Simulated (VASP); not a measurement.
# How SCF threshold and plane-wave cutoff change a VASP run on Si2Ni, part 3 of 3

Aim: find how far the SCF threshold and plane-wave cutoff must be pushed for Si2Ni, and what that costs. The series runs use PBEsol. The start is a cell from a database of measured crystal structures.

VASP 6.6.1; PBEsol, spin-polarised from a ferromagnetic start (one magnetic atom a cell); plane waves and PAW (Si, Ni).

Still holding for the runs below: The k-mesh is coarse for a metal.

So far. Step 13 (Plane-wave cutoff: ENCUT = 310): Against the run before the energy moves by -9.16 meV an atom and the pressure by +1.21 GPa, after 14 cycles in 9.4 s.

**14. Plane-wave cutoff: ENCUT = 350**

The input, INCAR:

```
SYSTEM = Si2Ni
PREC = Accurate
ENCUT = 350
EDIFF = 1E-06
NELM = 100
ISMEAR = -1
SIGMA = 0.05
LREAL = .FALSE.
ALGO = Normal
GGA = PS
NBANDS = 17
ISPIN = 2
MAGMOM = 0 0 1
LASPH = .TRUE.
LMAXMIX = 4
LORBIT = 11
LWAVE = .FALSE.
LCHARG = .FALSE.
KPAR = 4
ISIF = 2
```

The input, POSCAR:

```
Si2Ni
1.0
    0.0000000000      2.7030000000      2.7030000000
    2.7030000000      0.0000000000      2.7030000000
    2.7030000000      2.7030000000      0.0000000000
Si Ni
2 1
Direct
    0.2500000000      0.2500000000      0.2500000000
    0.7500000000      0.7500000000      0.7500000000
    0.0000000000      0.0000000000      0.0000000000
```

The input, KPOINTS:

```
Automatic mesh
0
Gamma
7 7 7
0 0 0
```

Potentials, in the order of the species: Si and Ni (PBE family, release 64).

On the command line:

```bash
$ mpirun -np 4 vasp_std
```

Output:

```text
[... set-up lines as in an earlier step ...]
 entering main loop
       N       E                     dE             d eps       ncg     rms          rms(c)
DAV:   1     0.520696512291E+02    0.52070E+02   -0.56566E+03  1392   0.758E+02
DAV:   2    -0.183612656880E+02   -0.70431E+02   -0.63697E+02  1517   0.174E+02
DAV:   3    -0.210824255679E+02   -0.27212E+01   -0.26677E+01  1790   0.387E+01
DAV:   4    -0.211224721878E+02   -0.40047E-01   -0.39846E-01  1562   0.437E+00
[...]
DAV:  12    -0.190019998159E+02    0.89994E-05   -0.71029E-05  1598   0.622E-02    0.388E-02
DAV:  13    -0.190020026549E+02   -0.28390E-05   -0.45258E-06  1590   0.276E-02    0.141E-02
DAV:  14    -0.190020027348E+02   -0.79962E-07   -0.16589E-06  1299   0.238E-02
   1 F= -.19002003E+02 E0= -.18998542E+02  d E =-.692077E-02  mag=     0.0000
```

Elapsed: 9.4 s, on 4 MPI ranks of AMD EPYC 7R13 (Zen 3), shared host; peak memory 0.48 GiB.

Parts of OUTCAR (step 14):

```text
  Total       -0.4065589     -0.4065589     -0.4065589     -0.0000000     -0.0000000     -0.0000000
  in kB      -16.4917188    -16.4917188    -16.4917188     -0.0000000     -0.0000000     -0.0000000
  external PRESSURE =     -16.4917188 kB  Pullay stress =       0.0000000 kB

 POSITION                                       TOTAL-FORCE (eV/Angst)
 -----------------------------------------------------------------------------------
      1.35150      1.35150      1.35150        -0.000000     -0.000000     -0.000000
      4.05450      4.05450      4.05450         0.000000      0.000000      0.000000
      0.00000      0.00000      0.00000        -0.000000      0.000000     -0.000000
 -----------------------------------------------------------------------------------
    total drift:                               -0.000000      0.000000      0.000000

  FREE ENERGIE OF THE ION-ELECTRON SYSTEM (eV)
  ---------------------------------------------------
  free  energy   TOTEN  =       -19.0020027348 eV

  energy  without entropy=      -18.9950819607  energy(sigma->0) =      -18.99854235

[... 2 parts as in an earlier step ...]

[... 2 further parts left out ...]
[key lines of the parts left out:]
E-fermi :  10.2999
```

Against the run before the energy moves by -0.99 meV an atom and the pressure by -0.03 GPa, after 14 cycles in 9.4 s.

**15. Plane-wave cutoff: ENCUT = 430**

Changes to INCAR since step 14:

```diff
@@ -2,3 +2,3 @@
 PREC = Accurate
-ENCUT = 350
+ENCUT = 430
 EDIFF = 1E-06
```

POSCAR is that of step 14.

KPOINTS is that of step 14.

On the command line:

```bash
$ mpirun -np 4 vasp_std
```

Output:

```text
[... set-up lines as in an earlier step ...]
 entering main loop
       N       E                     dE             d eps       ncg     rms          rms(c)
DAV:   1     0.593500680514E+02    0.59350E+02   -0.64280E+03  1392   0.886E+02
DAV:   2    -0.177202549654E+02   -0.77070E+02   -0.69285E+02  1440   0.191E+02
DAV:   3    -0.210804260048E+02   -0.33602E+01   -0.32825E+01  1858   0.447E+01
DAV:   4    -0.211307098467E+02   -0.50284E-01   -0.50217E-01  1549   0.505E+00
[...]
DAV:  12    -0.189992006849E+02    0.73119E-05   -0.77550E-05  1564   0.681E-02    0.387E-02
DAV:  13    -0.189992040291E+02   -0.33442E-05   -0.47523E-06  1593   0.276E-02    0.142E-02
DAV:  14    -0.189992039437E+02    0.85360E-07   -0.15948E-06  1266   0.239E-02
   1 F= -.18999204E+02 E0= -.18995743E+02  d E =-.692187E-02  mag=     0.0000
```

It took 14 s on 4 MPI ranks; peak memory 0.57 GiB.

OUTCAR, selected parts (step 15):

```text
  Total       -0.3795908     -0.3795908     -0.3795908      0.0000000      0.0000000      0.0000000
  in kB      -15.3977813    -15.3977813    -15.3977813      0.0000000      0.0000000      0.0000000
  external PRESSURE =     -15.3977813 kB  Pullay stress =       0.0000000 kB

 POSITION                                       TOTAL-FORCE (eV/Angst)
 -----------------------------------------------------------------------------------
      1.35150      1.35150      1.35150         0.000000      0.000000      0.000000
      4.05450      4.05450      4.05450        -0.000000     -0.000000     -0.000000
      0.00000      0.00000      0.00000         0.000000     -0.000000     -0.000000
 -----------------------------------------------------------------------------------
    total drift:                               -0.000000     -0.000000      0.000000

  FREE ENERGIE OF THE ION-ELECTRON SYSTEM (eV)
  ---------------------------------------------------
  free  energy   TOTEN  =       -18.9992039437 eV

  energy  without entropy=      -18.9922820777  energy(sigma->0) =      -18.99574301

[... 2 parts as in an earlier step ...]

[... 2 further parts left out ...]
[key lines of the parts left out:]
E-fermi :  10.2955
```

Against the run before the energy moves by +0.93 meV an atom and the pressure by +0.11 GPa, after 14 cycles in 14 s.

**16. Plane-wave cutoff: ENCUT = 540**

Changes to INCAR since step 15:

```diff
@@ -2,3 +2,3 @@
 PREC = Accurate
-ENCUT = 430
+ENCUT = 540
 EDIFF = 1E-06
```

POSCAR is that of step 15.

KPOINTS is that of step 15.

On the command line:

```bash
$ mpirun -np 4 vasp_std
```

Output:

```text
[... set-up lines as in an earlier step ...]
 entering main loop
       N       E                     dE             d eps       ncg     rms          rms(c)
DAV:   1     0.688953553293E+02    0.68895E+02   -0.74582E+03  1384   0.107E+03
DAV:   2    -0.169765266229E+02   -0.85872E+02   -0.77443E+02  1469   0.212E+02
DAV:   3    -0.210639885022E+02   -0.40875E+01   -0.39792E+01  1767   0.512E+01
DAV:   4    -0.211306510634E+02   -0.66663E-01   -0.66443E-01  1590   0.589E+00
[...]
DAV:  12    -0.189984059067E+02    0.83433E-05   -0.81017E-05  1548   0.696E-02    0.389E-02
DAV:  13    -0.189984092283E+02   -0.33216E-05   -0.47461E-06  1619   0.269E-02    0.144E-02
DAV:  14    -0.189984091260E+02    0.10228E-06   -0.16128E-06  1254   0.243E-02
   1 F= -.18998409E+02 E0= -.18994948E+02  d E =-.692192E-02  mag=     0.0001
```

The job ended after 16 s (4 MPI ranks; peak memory 0.66 GiB; 48 s of CPU time).

Parts of OUTCAR (step 16):

```text
  Total       -0.3616903     -0.3616903     -0.3616903      0.0000000      0.0000000     -0.0000000
  in kB      -14.6716627    -14.6716627    -14.6716627      0.0000000      0.0000000     -0.0000000
  external PRESSURE =     -14.6716627 kB  Pullay stress =       0.0000000 kB

 POSITION                                       TOTAL-FORCE (eV/Angst)
 -----------------------------------------------------------------------------------
      1.35150      1.35150      1.35150        -0.000000     -0.000000     -0.000000
      4.05450      4.05450      4.05450         0.000000      0.000000      0.000000
      0.00000      0.00000      0.00000         0.000000     -0.000000      0.000000
 -----------------------------------------------------------------------------------
    total drift:                                0.000000     -0.000000     -0.000000

  FREE ENERGIE OF THE ION-ELECTRON SYSTEM (eV)
  ---------------------------------------------------
  free  energy   TOTEN  =       -18.9984091260 eV

  energy  without entropy=      -18.9914872024  energy(sigma->0) =      -18.99494816

[... 2 parts as in an earlier step ...]

[... 2 further parts left out ...]
[key lines of the parts left out:]
E-fermi :  10.2952
```

Against the run before the energy moves by +0.26 meV an atom and the pressure by +0.07 GPa, after 14 cycles in 16 s.

**17. The plane-wave cutoff series as a table**

This step: convergence of PBEsol results with the cutoff; plane waves and PAW (VASP 6.6.1).

No new run; the numbers come from the runs before.

Differences are taken from the run with ENCUT = 540. Results of the series, by row:

| setting | status | energy less the reference (meV/atom) | pressure (GPa) | moment (μB) | SCF cycles | wall time (s) |
| --- | --- | --- | --- | --- | --- | --- |
| ENCUT = 160 | converged | 1061 | -136.6 | 0 | 16 | 4.8 |
| ENCUT = 200 | converged | 160.9 | -33.6 | 0 | 15 | 5.6 |
| ENCUT = 240 | converged | 30.08 | -7.639 | 0 | 15 | 6.4 |
| ENCUT = 270 | converged | 8.944 | -2.829 | 0 | 14 | 5.4 |
| ENCUT = 310 | converged | -0.2129 | -1.621 | 0 | 14 | 9.4 |
| ENCUT = 350 | converged | -1.198 | -1.649 | 0 | 14 | 9.4 |
| ENCUT = 430 | converged | -0.265 | -1.54 | 0 | 14 | 13.6 |
| ENCUT = 540 | converged | 0 | -1.467 | 1.00e-4 | 14 | 15.8 |

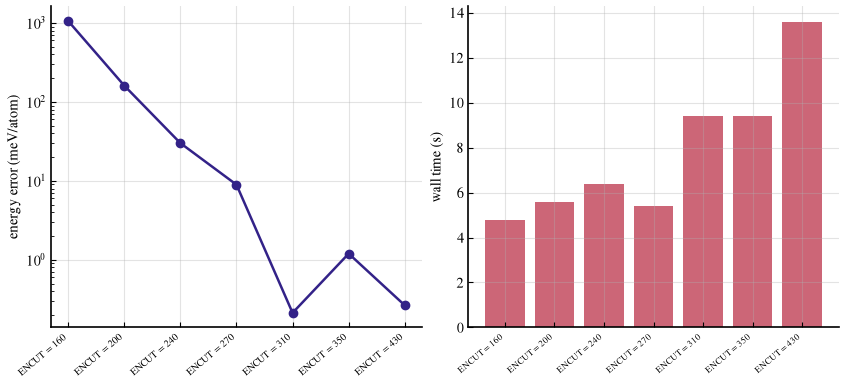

The energy error in size, against the reference run (errors under 0.01 are drawn at 0.01), and the wall time by setting.

**18. Outcome**

| Property | Result |
| --- | --- |
| SCF threshold from which the energy stays within 10 meV/atom of the reference | EDIFF = 0.01 |
| SCF threshold from which the energy stays within 1 meV/atom of the reference | EDIFF = 0.01 |
| SCF threshold from which the pressure stays within 0.2 GPa of the reference | EDIFF = 1E-06 |
| spread of the pressure over the SCF threshold | 4.54 GPa |
| spread of the energy over the SCF threshold | 0.0964 meV/atom |
| plane-wave cutoff from which the energy stays within 10 meV/atom of the reference | ENCUT = 270 |
| plane-wave cutoff from which the energy stays within 1 meV/atom of the reference | ENCUT = 430 |
| plane-wave cutoff from which the pressure stays within 0.2 GPa of the reference | ENCUT = 310 |
| spread of the pressure over the plane-wave cutoff | 135 GPa |
| spread of the energy over the plane-wave cutoff | 1062 meV/atom |

What this shows: From EDIFF = 0.01 on, the energy stays within 1 meV an atom of the reference, at 33 % of its time. The pressure holds within 0.2 GPa from EDIFF = 1E-06 on. The loosest stop saves 9 of 19 cycles and costs -0.1 meV an atom, +3.40 GPa. From ENCUT = 430 on, the energy stays within 1 meV an atom of the reference, at 86 % of its time. The pressure holds within 0.2 GPa from ENCUT = 310 on. These cutoffs are 0.6 to 2 times the default of the data sets, about 270 eV; at the default the run is off by +8.9 meV an atom, -1.36 GPa, and at 1.3 times by -1.2 meV an atom, -0.18 GPa. Energy differences between like cells converge faster than these totals. Differences are taken from the run with ENCUT = 540, which is itself not the exact limit. Forces vanish by symmetry in this cell, so the series can't test them. The runs at ENCUT = 160; ENCUT = 200; ENCUT = 240 are over 30 meV an atom or 2 GPa off and describe the material poorly.

[Lines on the potential files, build, host, timing and source positions are cut from VASP's logs without a mark.]

[Logs are printed without paths, hosts, clocks, repeated set-up lines and the standing remarks that a program may print on its own settings, such as how far it seeks lower states.]

[Hosts, paths, dates, database ids (printed as entryN), source tags and the programs' standing remarks are cut or masked in the printed files.]

[A measured line is paired with the nearest computed mode of its activity, which favours agreement.]
